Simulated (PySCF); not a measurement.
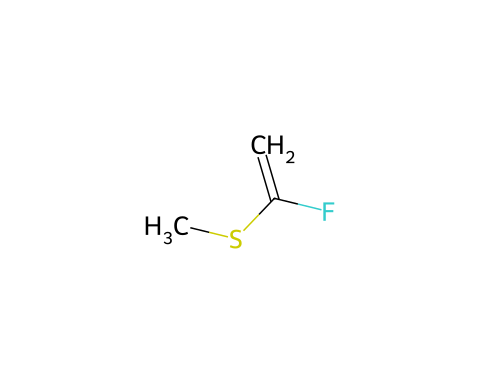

A structural formula.

> Give its SMILES.

C=C(F)SC

> Give the formula, hydrogens included.

C3H5FS.

> An optimisation with GFN2-xTB gave a structure of which point group?

Cs. Other conformers may differ.

More results for the same structure follow; atom numbers are the same in all pictures, views and colours differ. Computed geometry: GFN2-xTB optimisation. No frequency run is at hand to confirm it as a minimum.

### Geometry

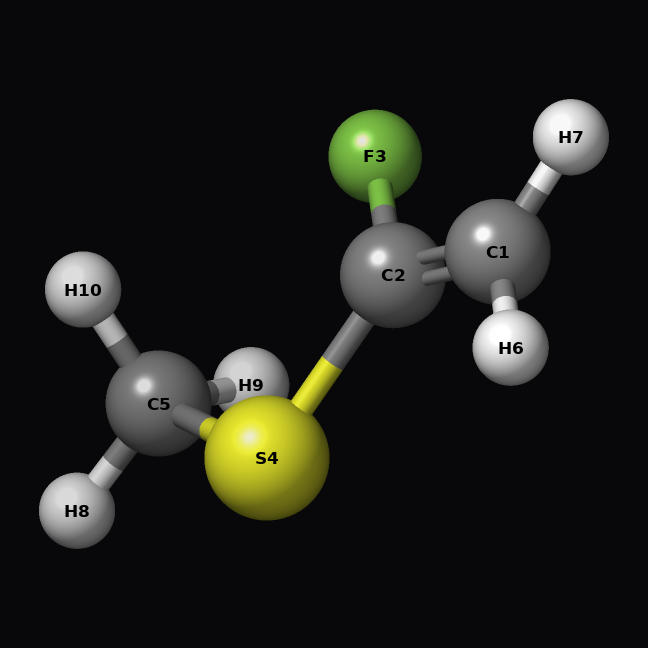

No frequency run is at hand to confirm it as a minimum.

What are the angles C2–C1–H6, C2–C1–H7, C1–C2–F3, C1–C2–S4, F3–C2–S4, C2–S4–C5, S4–C5–H8, S4–C5–H9?

```csv
angle,degrees
C2–C1–H6,120.2
C2–C1–H7,120.9
C1–C2–F3,121.0
C1–C2–S4,124.7
F3–C2–S4,114.3
C2–S4–C5,100.9
S4–C5–H8,105.8
S4–C5–H9,109.7
```

### Charges

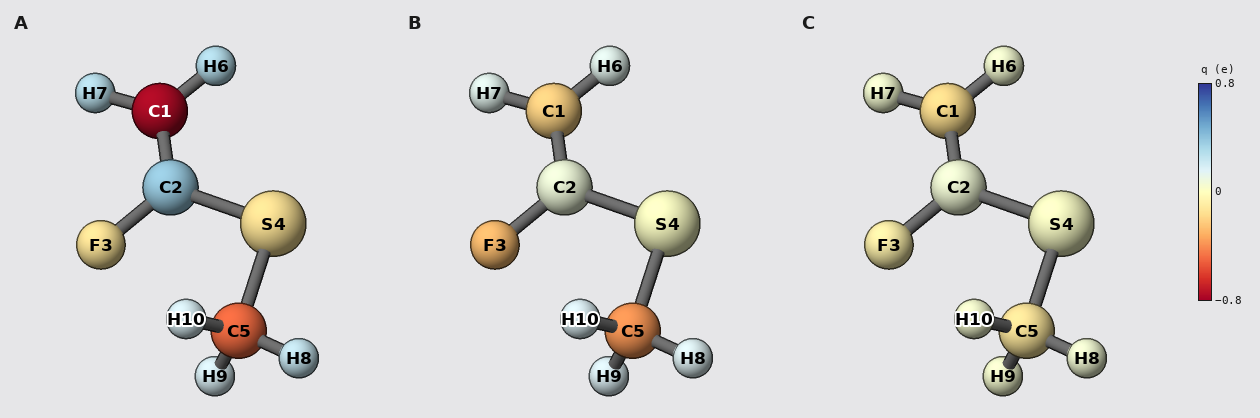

Atomic charges of one calculation by 3 schemes, on one colour scale. No frequency run is at hand to confirm it as a minimum. Method: PBE0/pcSseg-1 (PySCF 2.14.0).

> The schemes are ESP-fitted, Hirshfeld, Mulliken. Which panel shows which?

A ESP-fitted, B Mulliken, C Hirshfeld.

List the charges (e), one line for each set of equivalent atoms.

```tsv
atom	ESP-fitted	Mulliken	Hirshfeld
C1	−0.76	−0.20	−0.16
C2	0.37	0.08	0.07
F3	−0.13	−0.27	−0.07
S4	−0.13	0.01	0.02
C5	−0.48	−0.37	−0.12
H6	0.28	0.14	0.05
H7	0.27	0.14	0.05
H8	0.23	0.16	0.06
H9, H10	0.17	0.16	0.05
```

### NMR shielding

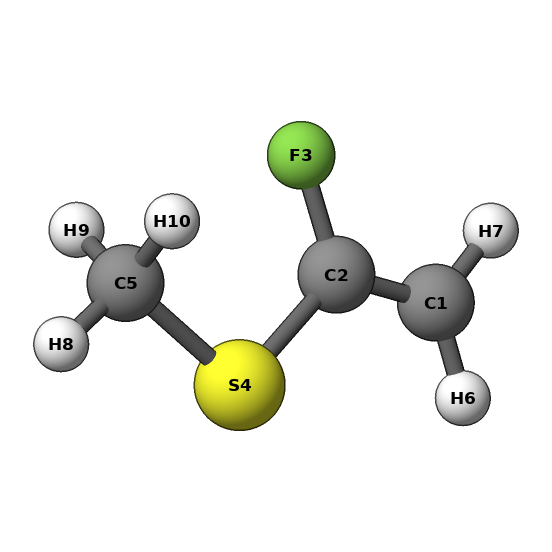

No frequency run is at hand to confirm it as a minimum. Method: GIAO PBE0/pcSseg-1 NMR shielding, non-relativistic, gas phase (PySCF 2.14.0). Principal shieldings σ11 ≤ σ22 ≤ σ33, span Ω = σ33 − σ11, skew κ = 3(σiso − σ22)/Ω.

Give the shielding tensors of the S atoms.

```csv
atom,σ11,σ22,σ33,σiso,Ω,κ
S4,318.3,371.5,776.7,488.8,458.4,0.77
```

Shieldings and span in ppm.

### Electronic properties

No frequency run is at hand to confirm it as a minimum. Method: PBE0/def2-SVPD, gas phase (PySCF 2.14.0). Excitations: vertical, linear response.

Computed properties:

- dipole moment: 0.89 D
- HOMO energy (Kohn–Sham orbital): −6.40 eV
- LUMO energy (Kohn–Sham orbital): 0.11 eV
- HOMO–LUMO gap: 6.51 eV
- mean static polarisability: 60.5 bohr³
- lowest vertical singlet excitation: 5.05 eV
- its oscillator strength: 0.000
- brightest of the 6 lowest singlets: 5.83 eV
- its oscillator strength: 0.26

### Bond orders

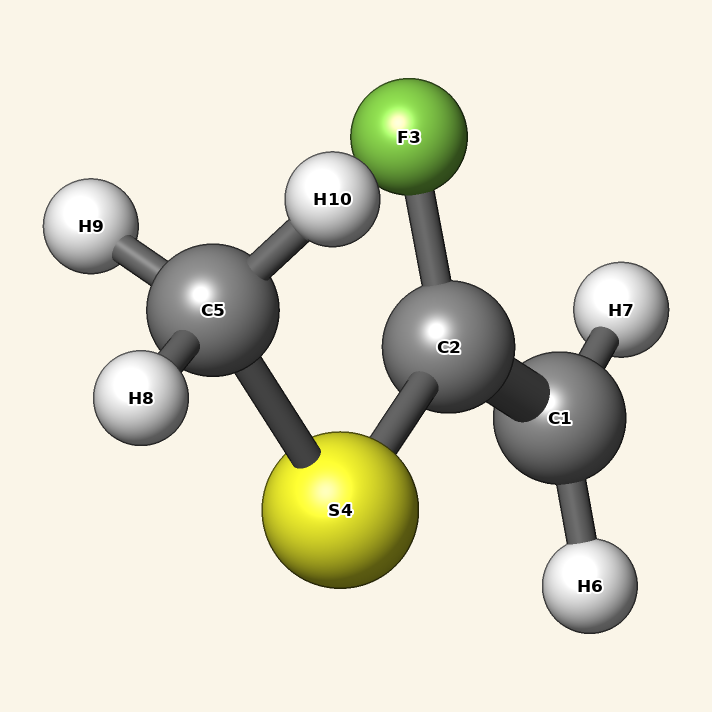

The thickness of each stick grows with its Mayer bond order. No frequency run is at hand to confirm it as a minimum. Computed with PBE0/pcSseg-1 (PySCF 2.14.0).

> Which bond has the highest Mayer bond order?

C1–C2, 1.87, at a length of 1.322 Å.

List the Mayer bond orders of C1–C2, C1–H6, C1–H7, C2–F3, C2–S4, S4–C5, C5–H8, C5–H9 (one bond of each equivalent set).

```tsv
bond	Mayer order	length (Å)
C1–C2	1.87	1.322
C1–H6	0.95	1.072
C1–H7	0.94	1.074
C2–F3	0.94	1.345
C2–S4	1.01	1.765
S4–C5	0.99	1.819
C5–H8	0.95	1.085
C5–H9	0.95	1.086
```

Mulliken values depend strongly on the basis set and can even reverse the polarity of a bond.
